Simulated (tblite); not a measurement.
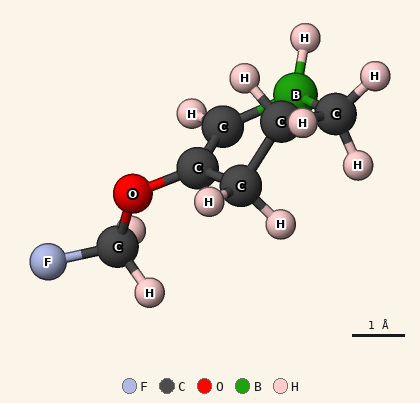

*The input geometry (ball-and-stick view, seen at a tilt).*

Bond lengths as drawn: B–C 1.56 to 1.58 Å, B–H 1.20 Å, C–C 1.35 to 1.53 Å, C–F 1.39 Å, C–H 1.09 to 1.13 Å and C–O 1.38 to 1.41 Å.

Run report: C$_{6}$H$_{10}$BFO, geometry relaxation

- system: C$_{6}$H$_{10}$BFO
- method: GFN2-xTB geometry optimisation, gas phase (tblite 0.8.0)

It belongs to a series of runs on one base structure; here: BH inserted into a C-C bond.

## The program's output
```
step      E/eV     max force
  0    -759.62756    2.237
  1    -759.91421    1.311
  2    -760.09499    0.871
  3    -760.16826    0.835
  4    -760.22904    0.559
  5    -760.25973    0.391
  6    -760.29180    0.428
  7    -760.32822    0.470
  8    -760.36398    0.372
  9    -760.39365    0.326
 10    -760.41843    0.337
 11    -760.44049    0.285
 12    -760.45986    0.330
 13    -760.47793    0.295
 14    -760.49672    0.364
 15    -760.51819    0.346
 16    -760.54167    0.365
 17    -760.56384    0.337
 18    -760.58304    0.307
 19    -760.60024    0.298
 20    -760.61689    0.258
 21    -760.63169    0.294
 22    -760.64254    0.271
 23    -760.65074    0.181
 24    -760.65866    0.186
 25    -760.66566    0.235
 26    -760.67196    0.246
 27    -760.67762    0.235
 28    -760.68539    0.193
 29    -760.69103    0.175
 30    -760.69788    0.193
 31    -760.70296    0.180
 32    -760.70882    0.201
 33    -760.71574    0.227
 34    -760.72378    0.202
 35    -760.72997    0.141
 36    -760.73371    0.118
 37    -760.73671    0.135
 38    -760.74020    0.171
 39    -760.74412    0.194
 40    -760.74786    0.165
 41    -760.75197    0.165
 42    -760.75750    0.186
 43    -760.76371    0.195
 44    -760.77033    0.190
 45    -760.77610    0.172
 46    -760.78180    0.177
 47    -760.78799    0.197
 48    -760.79346    0.274
 49    -760.80071    0.199
 50    -760.80865    0.191
 51    -760.81486    0.188
 52    -760.82095    0.163
 53    -760.82630    0.192
 54    -760.83119    0.157
 55    -760.83480    0.276
 56    -760.83914    0.147
 57    -760.84285    0.123
 58    -760.84584    0.111
 59    -760.84827    0.124
 60    -760.85292    0.148
 61    -760.85793    0.197
 62    -760.86323    0.217
 63    -760.86935    0.186
 64    -760.87695    0.260
 65    -760.88514    0.271
 66    -760.89581    0.242
 67    -760.90845    0.217
 68    -760.91395    0.199
 69    -760.92380    0.141
 70    -760.92696    0.289
 71    -760.93261    0.166
 72    -760.93614    0.149
 73    -760.94544    0.253
 74    -760.94736    0.104
 75    -760.94871    0.072
 76    -760.95005    0.059
 77    -760.95080    0.065
 78    -760.95205    0.095
 79    -760.95292    0.079
 80    -760.95387    0.061
 81    -760.95479    0.058
 82    -760.95546    0.056
 83    -760.95608    0.048
 84    -760.95665    0.052
 85    -760.95721    0.067
 86    -760.95777    0.066
 87    -760.95829    0.053
 88    -760.95865    0.042
 89    -760.95886    0.029
 90    -760.95904    0.039
 91    -760.95924    0.034
 92    -760.95947    0.026
 93    -760.95965    0.033
 94    -760.95983    0.041
 95    -760.96000    0.040
 96    -760.96018    0.034
 97    -760.96033    0.029
 98    -760.96045    0.030
 99    -760.96059    0.033
100    -760.96076    0.034
101    -760.96092    0.025
102    -760.96102    0.021
103    -760.96108    0.018
104    -760.96112    0.020
105    -760.96117    0.022
106    -760.96123    0.016
107    -760.96127    0.012
108    -760.96129    0.010
```

## Trajectory as extended XYZ (Å, eV, eV/Å), 6 of the 109 frames kept, from step=0 to step=108
```
19
Properties=species:S:1:pos:R:3:forces:R:3 step=0 energy=-759.62756
F     4.0422    0.9283   -1.0602   -1.4630  -0.7990   0.5280
C     3.0006    0.3652   -0.3309   -0.4130  -0.2070   0.6360
O     1.7455    0.7179   -0.8600    0.7930  -0.0040  -1.6880
C     0.5392    0.3016   -0.3352    0.9110   0.2490   2.0280
C     0.1300    0.9145    0.7940   -0.3890  -0.2570   0.8950
B    -1.2082    0.5348    1.4986   -0.8000   1.3310  -1.0090
C    -2.0410   -0.5935    0.7614    0.1200  -0.4450   1.1560
C    -1.7552   -0.4021   -0.7094    0.2050   1.1470  -0.2970
C    -0.2861   -0.7944   -0.9067   -0.3880  -0.3630  -1.3990
H     3.0744   -0.7609   -0.2870    0.4280   0.7470  -0.3650
H     3.1000    0.7546    0.7092    0.1120  -0.0230  -0.2860
H     0.7289    1.7158    1.2297    0.0500  -0.2260  -0.3510
H    -1.8584    1.3901    2.0377    0.7030  -0.5410   0.3420
H    -3.1151   -0.5510    1.0144    0.4790  -0.2780  -0.2370
H    -1.6100   -1.5783    1.0282   -0.7040   0.1040   0.0980
H    -2.4474   -0.9597   -1.3519    0.2380   0.2320   0.0730
H    -1.7774    0.7101   -0.8806   -0.5910  -1.0390  -0.4550
H    -0.1845   -1.7553   -0.3600    0.5660   0.4070  -0.4660
H    -0.0872   -0.9282   -1.9986    0.1430  -0.0340   0.7990
19
Properties=species:S:1:pos:R:3:forces:R:3 step=22 energy=-760.64254
F     3.8683    1.0156   -0.9859   -0.0100   0.0450   0.0470
C     2.9636    0.3351   -0.2361    0.0110   0.0080   0.0380
O     1.7732    0.2867   -0.9322    0.0010  -0.0720   0.0150
C     0.5689    0.2543   -0.2720   -0.1780   0.1010  -0.1780
C     0.2016    0.9216    0.8363    0.0870  -0.1410   0.0380
B    -1.1875    0.6956    1.4441    0.0280   0.0770  -0.0670
C    -2.0695   -0.3960    0.7362   -0.0510  -0.0990   0.0650
C    -1.8175   -0.4906   -0.7678   -0.0480   0.0060  -0.0020
C    -0.3301   -0.6843   -1.0261   -0.1460  -0.0890  -0.0890
H     3.3508   -0.6946   -0.1201    0.1160   0.1220   0.0880
H     2.8825    0.8493    0.7321    0.0260  -0.0280   0.0140
H     0.9124    1.5766    1.3280    0.0630  -0.0030  -0.1370
H    -1.5526    1.2377    2.4167    0.1030   0.0200  -0.0180
H    -3.1355   -0.3295    0.9411   -0.1130   0.0990  -0.0490
H    -1.7483   -1.3401    1.1894   -0.0330  -0.1430  -0.0080
H    -2.3587   -1.3399   -1.1966   -0.0160   0.0710   0.0010
H    -2.1667    0.4143   -1.2761    0.0400  -0.0360   0.1530
H    -0.0477   -1.7006   -0.7222    0.0310   0.0220  -0.0040
H    -0.1170   -0.6020   -2.0960    0.0890   0.0400   0.0920
19
Properties=species:S:1:pos:R:3:forces:R:3 step=43 energy=-760.76371
F     3.6563    1.2847   -0.9310   -0.0580   0.0630   0.0380
C     2.9719    0.3770   -0.1745   -0.0190   0.0030  -0.0200
O     1.8494   -0.0407   -0.8555   -0.0550  -0.1200   0.0360
C     0.5956    0.0964   -0.3063   -0.0050   0.1370   0.0250
C     0.2457    0.8472    0.7531   -0.0770   0.0280   0.0350
B    -1.1154    0.6634    1.4236   -0.0100  -0.0610  -0.0500
C    -2.0882   -0.3921    0.7591    0.0420   0.0850   0.0640
C    -1.8311   -0.4779   -0.7486    0.0630  -0.0350   0.1180
C    -0.3674   -0.7696   -1.0673    0.1300   0.0740   0.0890
H     3.6504   -0.4749   -0.0181    0.0170  -0.0080  -0.0760
H     2.7271    0.8587    0.7789    0.1170   0.0390   0.0480
H     0.9660    1.5297    1.1922    0.0300  -0.1090  -0.0340
H    -1.3909    1.2279    2.4136    0.0300  -0.0160  -0.0270
H    -3.1389   -0.1541    0.9449    0.0300  -0.0540  -0.0980
H    -1.9234   -1.3748    1.2165    0.0220   0.0430  -0.0520
H    -2.4487   -1.2509   -1.2057   -0.0760  -0.0010  -0.0630
H    -2.0905    0.4847   -1.1892   -0.0720   0.0130  -0.0690
H    -0.1040   -1.8098   -0.8639   -0.1060  -0.1030   0.1270
H    -0.1735   -0.6157   -2.1293   -0.0020   0.0210  -0.0910
19
Properties=species:S:1:pos:R:3:forces:R:3 step=65 energy=-760.88514
F     3.0891    1.6478   -0.7899    0.0680   0.0540  -0.0140
C     2.9750    0.4122   -0.2082   -0.1640  -0.0360  -0.0420
O     1.8924   -0.2585   -0.7237   -0.0140   0.1210   0.1480
C     0.6270   -0.0307   -0.2231    0.0050   0.0800  -0.1200
C     0.2845    0.7673    0.7978    0.1290  -0.0200   0.1130
B    -1.1071    0.6769    1.4088   -0.1020  -0.0330   0.0140
C    -2.1231   -0.2926    0.7006   -0.0640  -0.0650  -0.2550
C    -1.8081   -0.4238   -0.7934   -0.0790   0.0720  -0.2110
C    -0.3576   -0.8654   -0.9766   -0.1260  -0.1080  -0.0830
H     3.8667   -0.1647   -0.4681    0.1010   0.0320  -0.0940
H     2.9237    0.5922    0.8742   -0.0400  -0.0900   0.0470
H     1.0503    1.3684    1.2605    0.0980   0.1490   0.0580
H    -1.3972    1.2196    2.4001    0.0720   0.0990   0.1010
H    -3.1654    0.0048    0.8446    0.0620  -0.1270  -0.0400
H    -2.0057   -1.2948    1.1393   -0.1390   0.1730   0.0400
H    -2.4828   -1.1395   -1.2817    0.1720  -0.0280   0.1220
H    -1.9567    0.5283   -1.3178    0.0410   0.0000   0.2630
H    -0.2395   -1.8888   -0.6208   -0.0240  -0.2250  -0.0040
H    -0.0752   -0.8492   -2.0301    0.0010  -0.0480  -0.0420
19
Properties=species:S:1:pos:R:3:forces:R:3 step=86 energy=-760.95777
F     2.8667    1.8279   -0.4418   -0.0060   0.0230  -0.0080
C     2.9576    0.4716   -0.2679   -0.0180  -0.0500   0.0050
O     1.8799   -0.1860   -0.8028    0.0110   0.0060  -0.0280
C     0.6423   -0.0851   -0.2068    0.0070   0.0060  -0.0140
C     0.3269    0.6720    0.8558   -0.0120  -0.0040  -0.0030
B    -1.0915    0.6520    1.4243   -0.0330  -0.0180   0.0090
C    -2.1624   -0.2114    0.6470   -0.0170  -0.0140  -0.0120
C    -1.7632   -0.4419   -0.8132   -0.0130   0.0210   0.0110
C    -0.3386   -0.9821   -0.9051    0.0020   0.0210   0.0330
H     3.8428    0.1374   -0.8212    0.0140   0.0030  -0.0030
H     3.0743    0.3025    0.8136   -0.0150   0.0050   0.0260
H     1.0919    1.2959    1.2998    0.0100   0.0040  -0.0360
H    -1.3585    1.2236    2.4112   -0.0030  -0.0180   0.0100
H    -3.1716    0.2068    0.6896    0.0640   0.0050  -0.0150
H    -2.2295   -1.1839    1.1499    0.0080   0.0050  -0.0130
H    -2.4488   -1.1364   -1.3057    0.0180  -0.0140   0.0190
H    -1.8132    0.5087   -1.3479   -0.0080   0.0200  -0.0050
H    -0.2885   -1.9726   -0.4401   -0.0080   0.0070   0.0000
H    -0.0265   -1.0900   -1.9461   -0.0030  -0.0070   0.0240
19
Properties=species:S:1:pos:R:3:forces:R:3 step=108 energy=-760.96129
F     2.8976    1.8283   -0.4400    0.0020  -0.0040  -0.0040
C     2.9529    0.4688   -0.2624    0.0020   0.0010  -0.0010
O     1.8762   -0.1630   -0.8269   -0.0030  -0.0030   0.0050
C     0.6391   -0.0666   -0.2283   -0.0010   0.0000   0.0020
C     0.3237    0.6942    0.8317    0.0010   0.0020   0.0030
B    -1.0810    0.6335    1.4318    0.0050  -0.0020  -0.0010
C    -2.1585   -0.2123    0.6463    0.0050   0.0020  -0.0010
C    -1.7646   -0.4403   -0.8144    0.0020   0.0000  -0.0030
C    -0.3399   -0.9794   -0.9051    0.0010   0.0010   0.0030
H     3.8483    0.1158   -0.7872    0.0000   0.0060  -0.0010
H     3.0295    0.3011    0.8237    0.0020  -0.0020  -0.0020
H     1.0844    1.3365    1.2560   -0.0020   0.0010  -0.0020
H    -1.3315    1.1543    2.4508   -0.0020  -0.0070  -0.0050
H    -3.1573    0.2256    0.6909   -0.0010   0.0000  -0.0010
H    -2.2420   -1.1861    1.1428   -0.0050  -0.0010   0.0020
H    -2.4472   -1.1411   -1.3012   -0.0010   0.0020   0.0000
H    -1.8193    0.5095   -1.3507   -0.0020  -0.0020  -0.0010
H    -0.2878   -1.9606   -0.4208   -0.0030   0.0040  -0.0020
H    -0.0325   -1.1089   -1.9446    0.0020   0.0030   0.0090
```

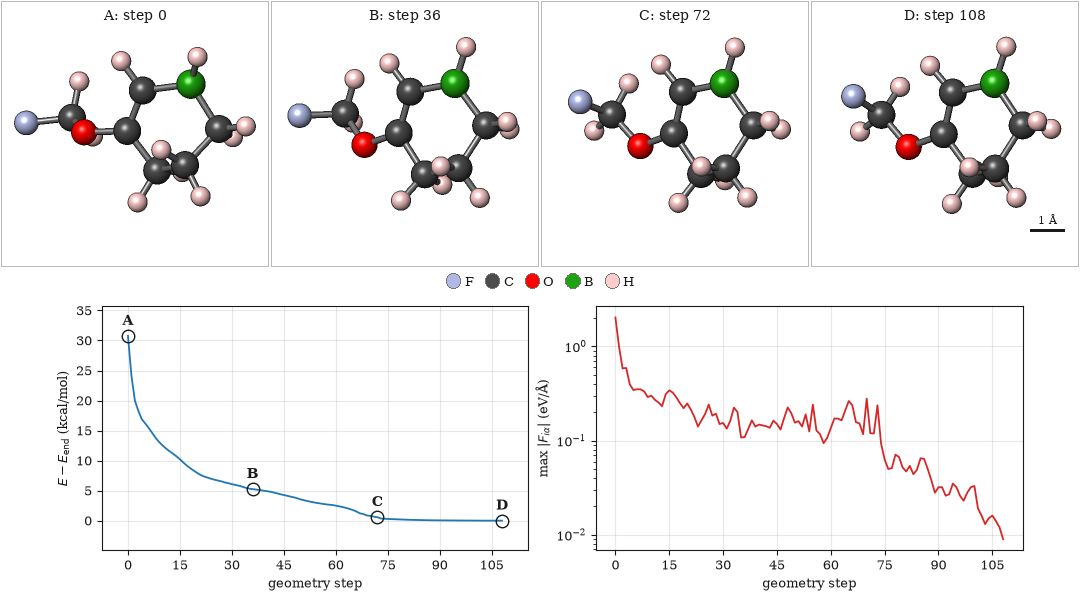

*Frames of the relaxation (ball-and-stick view, seen at a tilt) above the curves, on which the letters mark them (steps are counted from 0).*

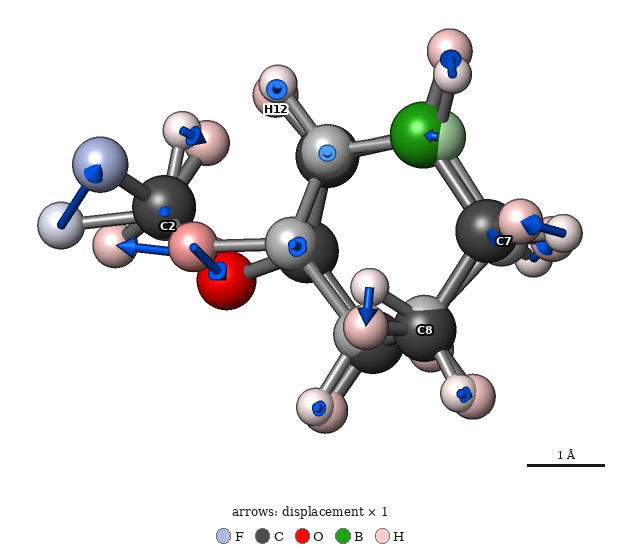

*Start (faint) and end (solid) with the displacements as blue arrows, at true length (ball-and-stick view, seen at a tilt). The two geometries are laid on each other by the best rigid fit.*

Over 108 geometry steps the energy falls by 30.8 kcal/mol. The largest force component goes from 2 to 0.009 eV/Å. The atom that moves furthest after the best rigid fit is F1 (1.58 Å). Largest moves by element: F 1.58 Å, H 1.29 Å, O 0.89 Å, C 0.40 Å, B 0.19 Å. Distances before and after: C2–O3 1.407 → 1.370 Å, C8–H17 1.126 → 1.092 Å, C2–H10 1.129 → 1.096 Å, B6–H13 1.202 → 1.171 Å. Among the angles that change: O3–C4–C9 124.2° → 110.3°, O3–C4–C5 116.5° → 126.4°, B6–C7–C8 105.3° → 112.3°. (Atoms are counted from 1 in the order of the input.)

This output came from the following input.

## Input file
```
{"job": {"kind": "relax", "xc": "GFN2-xTB", "basis": "xTB"}, "charge": 0, "multiplicity": 1}
F      4.042200     0.928300    -1.060200
C      3.000600     0.365200    -0.330900
O      1.745500     0.717900    -0.860000
C      0.539200     0.301600    -0.335200
C      0.130000     0.914500     0.794000
B     -1.208200     0.534800     1.498600
C     -2.041000    -0.593500     0.761400
C     -1.755200    -0.402100    -0.709400
C     -0.286100    -0.794400    -0.906700
H      3.074400    -0.760900    -0.287000
H      3.100000     0.754600     0.709200
H      0.728900     1.715800     1.229700
H     -1.858400     1.390100     2.037700
H     -3.115100    -0.551000     1.014400
H     -1.610000    -1.578300     1.028200
H     -2.447400    -0.959700    -1.351900
H     -1.777400     0.710100    -0.880600
H     -0.184500    -1.755300    -0.360000
H     -0.087200    -0.928200    -1.998600
```

The first line tells a small driver script what to run in tblite; the rest is the geometry in Å.

Launch command:
```bash
OMP_NUM_THREADS=1 python <driver script> task.json out
```

## Results in brief

- outcome: converged
- total energy: −760.9613 eV
- hardware: 1 CPU thread, shared host
- wall time: 1.3 s
- peak memory: 0.18 GiB
